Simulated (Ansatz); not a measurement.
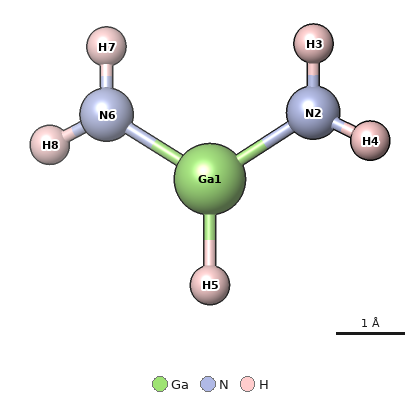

Figure 1. The starting structure (ball-and-stick view, seen at a tilt; atoms are numbered from 1 in the order of the input). Sticks mark near contacts.

# Nudged elastic band, with input and output: GaN$_{2}$H$_{5}$

The run: nudged elastic band of GaN$_{2}$H$_{5}$. Method and program: RKS BLYP-D4/def2-SVP (Ansatz 0.2.0).

The run did not end well. One setting was made poor on purpose. It belongs to a series of runs on one base structure; here: an input spoilt on purpose.

## Log
```
Engine: ansatz 0.2.0, aarch64-unknown-linux-gnu
Functional definition: BLYP
  parameter beta = 0.0042
  parameter a = 0.04918
  parameter b = 0.132
  parameter c = 0.2533
  parameter d = 0.349
  exchange = b88_x(beta = beta)
  correlation = lyp_c(a = a, b = b, c = c, d = d)
989 factors; their error is unknown
mean field evaluation 1: about -55413.0432 eV, gradient 9.9e1 eV
mean field evaluation 2: about -55312.6346 eV, gradient 1.9e2 eV
mean field evaluation 4: about -55431.4244 eV, gradient 1.5e1 eV
mean field evaluation 8: about -55431.9236 eV, gradient 1.3e-1 eV
mean field evaluation 16: about -55431.8773 eV, gradient 2.6e-4 eV
mean field -55431.87726414 eV, -2037.0839163814 hartree, gradient 6.5e-5 eV, S^2 0.000000; 0 other end points of the search recorded, 0 dependent functions left out
the calculation of the forces begins
reference -55431.87758825 eV, -2037.0839282919 hartree; 25, 25 occupied and 60, 60 virtual orbitals, 989 factors
989 factors; their error is unknown
mean field evaluation 32: about -55423.5473 eV, gradient 1.7e1 eV
mean field evaluation 64: about -55425.3771 eV, gradient 8.5e-1 eV
mean field -55425.62116122 eV, -2036.8540088393 hartree, gradient 3.0e-5 eV, S^2 0.000000; 4 other end points of the search recorded, 0 dependent functions left out
[... from here on the field's lines of each further geometry are left out, up to the last ...]
WARN: NEB end point (image 6): max|allowed force component| = 1.078e0 eV/Å (the criterion of neb.relax_end_points is 1.000e-2). That is over neb.f_tol: it is no minimum, so the barrier can be far off. Relax it first
NEB iter   1: max|band force component| = 2.150e1 eV/Å  barrier→ = 16.6888 eV  barrier← = 10.4273 eV  Δτ_max = 0.2000 Å  (1427 SCF iters)
NEB iter   2: max|band force component| = 8.833e0 eV/Å  barrier→ = 10.8466 eV  barrier← = 4.5851 eV  Δτ_max = 0.2000 Å  (434 SCF iters)
NEB iter   3: max|band force component| = 9.301e0 eV/Å  barrier→ = 9.0744 eV  barrier← = 2.8129 eV  Δτ_max = 0.1002 Å  (387 SCF iters)
NEB iter   4: max|band force component| = 1.530e0 eV/Å  barrier→ = 8.3419 eV  barrier← = 2.0804 eV  Δτ_max = 0.2000 Å  (366 SCF iters)
NEB iter   5: max|band force component| = 1.880e0 eV/Å  barrier→ = 7.5753 eV  barrier← = 1.3138 eV  Δτ_max = 0.1003 Å  (393 SCF iters)
NEB iter   6: max|band force component| = 1.298e0 eV/Å  barrier→ = 7.3040 eV  barrier← = 1.0425 eV  Δτ_max = 0.1000 Å  (355 SCF iters)
the calculation of the forces begins
reference -55426.60487196 eV, -2036.8901595423 hartree; 25, 25 occupied and 60, 60 virtual orbitals, 989 factors
these checks for a lower state are left out or cut short: starts, cluster_reference, orbital_swaps, neighbouring_geometries, increment
989 factors; their error is unknown
mean field evaluation 736: about -55425.5201 eV, gradient 6.0e-6 eV
```

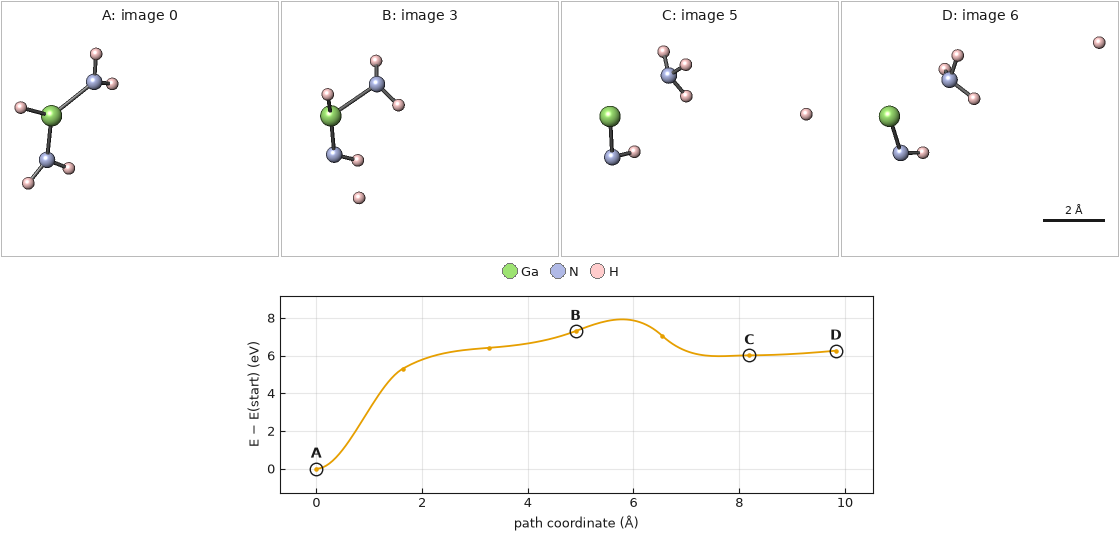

Figure 2. Images of the last band (counted from 0; ball-and-stick, seen at a tilt) above the energy along the path; the line is a cubic interpolation that uses the forces. The highest image is number 3, 7.304 eV above the start and 1.042 eV above the end; the end lies 6.261 eV above the start. The path is 9.83 Å long. The band had not converged after 6 iterations. The end points carry forces over 0.1 eV/Å, so they aren't fully relaxed minima and the barriers are approximate.

```
mean field -55425.52013543 eV, -2036.8502962101 hartree, gradient 6.0e-6 eV, S^2 0.000000; 1 other end points of the search recorded, 0 dependent functions left out
the calculation of the forces begins
reference -55425.52053052 eV, -2036.8503107296 hartree; 25, 25 occupied and 60, 60 virtual orbitals, 989 factors
these checks for a lower state are left out or cut short: starts, cluster_reference, orbital_swaps, neighbouring_geometries, increment
989 factors; their error is unknown
Unfinished report: {"positions_ang":[[0.3786808320076277,-0.6953803089000479,-0.11920773218993234],[0.9840811932648031,0.24028340335107895,1.4757618479668382],[0.12213567153796241,0.592636106548034,1.9011544977626378],[1.645195526010736,-0.13332005105573852,2.1605611409458305],[1.2669949531533684,0.13162555153928643,-1.043663112260616],[-1.056511305418191,-1.5133925280077802,0.6097704907689121],[-1.4998766856960128,-1.3248629583176628,1.521830793384708],[-1.8498021848602928,2.70240878484283,-3.823507926378378]],"unchecked":["starts","cluster_reference","orbital_swaps","neighbouring_geometries","increment"],"mean_field":{"relativity":"none","state":{"energy":{"ev":-55424.58775802541,"hartree":-2036.8160319725393},"converged":true,"gradient_ev":0.00001942641165416259,"stability":{"kind":"minimum","curvature_ev":4.320888691111565},"curvature_floor_ev":0.00030000000000000003,"spin_squared":-3.552713678800501e-15},"others":[{"energy":{"ev":-55424.579257652884,"hartree":-2036.8157195896108},"converged":true,"gradient_ev":0.000019600939997975554,"stability":{"kind":"minimum","curvature_ev":3.9746745136857755},"curvature_floor_ev":0.0003232265147380531,"spin_squared":-2.842170943040401e-14}],"fillings":{"estimated":0,"unestimated":0,"tried":0,"untried":0,"excluded_magnetic_sites":0},"n_dropped_functions":0,"n_trapped_functions":0,"passes":{"evaluations":10,"products":70},"factors":{"origin":"density fitting in generated functions","count":989,"bound_ev":null},"gradient_stop_ev":0.00009,"reference_kind":"stationary","functional":{"name":"BLYP","citations":["Becke, Phys. Rev. A 38, 3098 (1988) doi:10.1103/PhysRevA.38.3098","Lee, Yang & Parr, Phys. Rev. B 37, 785 (1988) doi:10.1103/PhysRevB.37.785"],"text":"name \"BLYP\"\ncite \"Becke, Phys. Rev. A 38, 3098 (1988) doi:10.1103/PhysRevA.38.3098\"\ncite \"Lee, Yang & Parr, Phys. Rev. B 37, 785 (1988) doi:10.1103/PhysRevB.37.785\"\nparameter beta = 0.0042\nparameter a = 0.04918\nparameter b = 0.132\nparameter c = 0.2533\nparameter d = 0.349\nexchange = b88_x(beta = beta)\ncorrelation = lyp_c(a = a, b = b, c = c, d = d)\n","parameters":{"a":{"value":0.04918,"default":0.04918},"b":{"value":0.132,"default":0.132},"beta":{"value":0.0042,"default":0.0042},"c":{"value":0.2533,"default":0.2533},"d":{"value":0.349,"default":0.349}},"final_grid":{"core_spheres":13.0,"valence_spheres":11.0,"degree":36.0},"final_grid_parameter_source":"default","radial_points_factor":1.0,"radial_grid_error_ev":9.346635839739679e-7,"grid_sensitivity":"normal","grid_sensitivity_ratio":0.0018663373341989008},"unsmoothed_excess_ev":-0.0004197096552864518,"symmetry":{"irreps":["A"],"axes":[[0.9928646518011992,-0.08658144134108334,-0.08199656833663331],[0.07836302547889379,0.9920333693575754,-0.0986358470275935],[0.08988336576629667,0.09150654674042251,0.9917396495361901]],"occupied":[{"A":25},{"A":25}]},"density_repulsion":{"missed_ev":0.000026179280404953933,"excess_ev":0.000026179280404953933,"most_excess_ev":0.00065,"are_drawn_again":false,"n_first_factors":989,"energy_change_ev":0.0,"n_dropped_ends":0},"direct_passes":"host"},"factors":{"origin":"density fitting in generated functions","count":989,"bound_ev":null},"n_frozen":0,"n_occupied":[25,25],"n_virtual":[60,60],"reference":{"ev":-55424.58775802541,"hartree":-2036.8160319725393},"dispersion":{"energy":{"ev":-0.2531457139879378,"hartree":-0.009302933400728937},"switches_in_reach":[]},"total":{"ev":-55424.840903739394,"hartree":-2036.82533490594},"forces_ev_per_angstrom":[[-0.4160079539138273,0.6794934365775183,0.874679392776073],[-0.15166983950719345,-0.020340692256257748,-0.28025457898548956],[0.06463097308832096,0.08812527677153022,0.7885073455148782],[-0.054397824667638435,-0.042527077038212416,0.4381275574273069],[0.04265940531347224,-0.56396723274221,-1.1413401298193988],[0.4438917671572187,-0.2824957944966997,-0.6693589310329809],[0.06724789700622713,0.15179262285306105,-0.020468556847383433],[0.0036455755172577677,-0.010080539677714046,0.010107900937615138]],"charge_distribution":{"dipole_moment_e_ang":[0.36163007537846914,-0.20755476273538984,0.6940855340149111],"mulliken_charges_e":[0.2713827895329395,-0.22876209849397622,0.10547731374655045,0.11504098231044202,-0.008309842507305154,-0.2662407541045049,0.11587436604179169,-0.10446275652596815],"lowdin_charges_e":[-0.17677226635076337,0.20576413422608386,0.002797997501715166,0.0112234170333948,-0.040338544969797274,0.09487582385210658,0.006380641647162677,-0.10393120293994706]},"n_threads":2,"memory_gib":2.556818182580173,"seconds":{"hamiltonian":2.369199927,"orbitals":0.0,"second_order":0.0,"solver_start":0.0,"cycles":0.0,"cycle":0.0,"perturbative":0.0,"full_ci_increment":0.0,"forces":0.0}}
this run last wrote the band of iteration 6 to [file]
Error: SIGTERM received: run cancelled behind 753 evaluations of the mean field
```

## The last band as extended XYZ (Å, eV, eV/Å)
```
8
Properties=species:S:1:pos:R:3:forces:R:3 image=0 energy=-55432.14445
Ga    0.4958    0.1793   -0.0862   -0.0018  -0.0001   0.0025
N     0.7906   -0.0618    1.7131   -0.0012   0.0028  -0.0044
H     0.1011   -0.4682    2.3490   -0.0011  -0.0011   0.0010
H     1.7312   -0.1180    2.1080    0.0041  -0.0013   0.0016
H     1.6470    0.5956   -1.0606   -0.0017  -0.0004   0.0011
N    -1.2231   -0.0977   -0.6793    0.0050  -0.0006   0.0010
H    -2.0210   -0.2254   -0.0531   -0.0018   0.0004   0.0008
H    -1.5307    0.1962   -1.6083   -0.0016   0.0003  -0.0036
8
Properties=species:S:1:pos:R:3:forces:R:3 image=1 energy=-55426.83767
Ga    0.4421   -0.0643   -0.1096    0.0912   0.0652   0.1535
N     0.8521    0.1803    1.7018   -0.2498  -0.0728  -0.2022
H     0.0918    0.0643    2.3812    0.1051  -0.0043   0.0661
H     1.7644    0.1155    2.1637    0.0212   0.0587  -0.0941
H     1.4596    0.1613   -1.2621    0.1506   0.0144  -0.0106
N    -1.2525   -0.8118   -0.4159   -0.1516   0.4715  -0.5514
H    -1.8635   -0.7218    0.4373   -0.0190   0.3485  -0.4417
H    -1.5031    1.0764   -2.2136    0.0523  -0.8812   1.0804
8
Properties=species:S:1:pos:R:3:forces:R:3 image=2 energy=-55425.72941
Ga    0.3597   -0.2021   -0.0722    0.0138  -0.0023   0.3005
N     0.9385    0.2889    1.6716   -0.3369   0.0902  -0.1725
H     0.1743    0.2000    2.3524    0.1432  -0.0114   0.2173
H     1.8385    0.0971    2.1230    0.1010  -0.0279  -0.0491
H     1.2609    0.0041   -1.3110    0.0414  -0.0248  -0.1018
N    -1.1366   -1.2348    0.2346   -0.0300  -0.1231  -0.2945
H    -1.8132   -0.9592    0.9718    0.0544   0.1667   0.0072
H    -1.6313    1.8060   -3.2877    0.0131  -0.0675   0.0929
8
Properties=species:S:1:pos:R:3:forces:R:3 image=3 energy=-55424.84048
Ga    0.3787   -0.6954   -0.1192   -0.4160   0.6795   0.8747
N     0.9841    0.2403    1.4758   -0.1517  -0.0203  -0.2803
H     0.1221    0.5926    1.9012    0.0646   0.0881   0.7885
H     1.6452   -0.1333    2.1606   -0.0544  -0.0425   0.4381
H     1.2670    0.1316   -1.0437    0.0427  -0.5640  -1.1413
N    -1.0565   -1.5134    0.6098    0.4439  -0.2825  -0.6694
H    -1.4999   -1.3249    1.5218    0.0672   0.1518  -0.0205
H    -1.8498    2.7024   -3.8235    0.0036  -0.0101   0.0101
8
Properties=species:S:1:pos:R:3:forces:R:3 image=4 energy=-55425.09525
Ga    0.3206   -1.4620   -0.1996   -0.8856  -1.2586   0.0765
N     0.9745    0.2337    0.9917    0.1303   0.2788  -1.6586
H     0.1238    0.6353    1.4481    0.5104   0.1622  -0.8809
H     1.7256    0.1266    1.6930    0.3075   0.2901  -0.6769
H     1.2002    0.4465   -0.1113   -0.1806   0.7715   3.5086
N    -1.2710   -1.7935    0.6881   -0.2052  -0.1245  -0.0060
H    -1.4115   -1.3201    1.6204    0.3011  -0.0950  -0.3853
H    -1.6713    3.1335   -3.4477    0.0222  -0.0245   0.0227
8
Properties=species:S:1:pos:R:3:forces:R:3 image=5 energy=-55426.12951
Ga    0.2868   -2.0519    0.0136   -0.0136   0.0858   0.0846
N     0.8716    0.2389    0.7113   -0.0249  -0.0023   0.1231
H    -0.0028    0.5565    1.1647    0.1380   0.0388  -0.0821
H     1.6259    0.3305    1.4121   -0.0665  -0.0235  -0.0783
H     1.0837    0.8992   -0.0513   -0.0405   0.0260   0.0050
N    -1.1060   -2.4383    1.1248   -0.0699  -0.2433  -0.0722
H    -1.2320   -1.6908    1.8415    0.0674   0.1289   0.0064
H    -1.5363    4.1559   -3.5341    0.0100  -0.0103   0.0135
8
Properties=species:S:1:pos:R:3:forces:R:3 image=6 energy=-55425.88298
Ga    0.3994   -2.1865   -0.2784   -0.4743  -0.0317   1.0002
N     0.6444    0.0946    0.6685    0.0974   0.1005  -0.1057
H    -0.2716    0.4706    0.9549   -0.0057  -0.0206  -0.0075
H     1.2377    0.0787    1.5111   -0.0077  -0.0057   0.0022
H     1.0613    0.7764    0.0194    0.0221   0.1300   0.0052
N    -0.4814   -2.5749    1.3833    0.2917  -0.6803  -1.0782
H    -0.6664   -1.9844    2.2052    0.0728   0.5126   0.1780
H    -1.9326    5.3255   -3.7813    0.0036  -0.0047   0.0058
```

The run was set up as follows.

## Input
```yaml
crystal:
  periodic: [false, false, false]
  atoms:
    - { symbol: Ga, position_ang: [0.495839, 0.179301, -0.08615] }
    - { symbol: "N", position_ang: [0.790608, -0.061751, 1.713122] }
    - { symbol: H, position_ang: [0.101097, -0.468225, 2.349046] }
    - { symbol: H, position_ang: [1.731232, -0.118004, 2.108018] }
    - { symbol: H, position_ang: [1.647005, 0.595599, -1.060559] }
    - { symbol: "N", position_ang: [-1.223112, -0.097715, -0.679345] }
    - { symbol: H, position_ang: [-2.021041, -0.225443, -0.053103] }
    - { symbol: H, position_ang: [-1.53073, 0.196236, -1.608329] }
basis:
  gaussian: { orbitals: def2-SVP }
hamiltonian:
  xc: blyp
  dispersion: d4
neb:
  order_check: false
  images: 5
  f_tol: 0.05
  max_iterations: 8
  initial_path: linear
  final_atoms:
    - { symbol: Ga, position_ang: [0.38066361, 0.64717586, -1.18878605] }
    - { symbol: "N", position_ang: [1.08286247, 0.09937953, 1.12791393] }
    - { symbol: H, position_ang: [0.43868409, 0.520993, 1.81318204] }
    - { symbol: H, position_ang: [1.06178002, -0.91898042, 1.28497197] }
    - { symbol: H, position_ang: [2.03118166, 0.42139859, 1.36662643] }
    - { symbol: "N", position_ang: [-1.30368009, -0.10303938, -0.65202206] }
    - { symbol: H, position_ang: [-1.60470744, -0.52252211, 0.23777421] }
    - { symbol: H, position_ang: [3.90411368, 5.85559292, 4.69303952] }
```

Run as:
```bash
ansatz run input.yaml --threads 2 --pin off --max-ram 3072MiB --backend cpu --events-out ev --progress --plain --runs-dir out
```

## What the run reported

```json
{"quantity": "outcome", "value": "stopped at the time limit"}
{"quantity": "barrier, forward (band not converged)", "value": "7.304 eV"}
{"quantity": "barrier, backward", "value": "1.042 eV"}
{"quantity": "hardware", "value": "2 threads of Arm Neoverse V1, 24 GiB of memory available, shared host"}
{"quantity": "wall time", "value": "90 s (CPU time 2.9 min)"}
{"quantity": "peak memory", "value": "0.17 GiB"}
```

## What went wrong

The run was cut off by its time limit, so the output is incomplete. A deliberately poor setting: bad input.
